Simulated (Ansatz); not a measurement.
# Ge2HSi: the cost of one run

Method: the settings change from run to run; program: Ansatz 0.2.0, Gaussian basis.

28 further runs of the same task are left out: 19 that didn't finish, 9 set aside as unsound or not needed.

### Step 1. What is computed

The geometry is a PBE0/def2-TZVP stationary point (not a proven minimum) of the parent state, kept for this charge and spin. No spin-orbit coupling is included. The filled d shell of Ge may be among the frozen orbitals whatever the setting's name suggests; the logs give the count.

4 atoms, charge 0, spin multiplicity 6.

Atoms are counted from 1 here; the program's logs count them from 0.

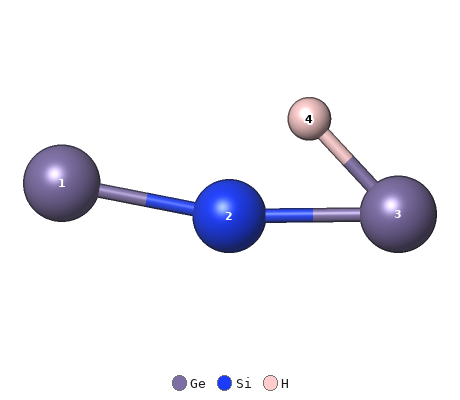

The structure; germanium purple, silicon blue, hydrogen pink; atoms are numbered from 1 in the order of the file.

### Step 2. HF/cc-pVDZ

The input, in.yaml:

```yaml
crystal:
  periodic: [false, false, false]
  atoms:
    - {symbol: Ge, position_ang: [-0.000016, -0.231006, 2.569331]}
    - {symbol: Si, position_ang: [0.000003, -0.477135, 0.238112]}
    - {symbol: Ge, position_ang: [-0.000017, -0.246797, -2.068221]}
    - {symbol: H, position_ang: [0.000031, 0.954938, -0.739221]}
basis:
  gaussian: {orbitals: cc-pVDZ}
magnetization: {spin_polarized: true, initial_magnetization: 5}
hamiltonian: {xc: hf}
accuracy: high
output: {orbitals: {seedname: orbitals}}
```

Started as:

```sh
ansatz run in.yaml --threads 1 --pin off --events-out ev --progress --plain --max-ram 2393MiB
```

**Question.** How long does this run take on 1 thread of Arm Neoverse V1, shared host, and how much memory does it need?

About 24 s, with a peak of 0.36 GiB.
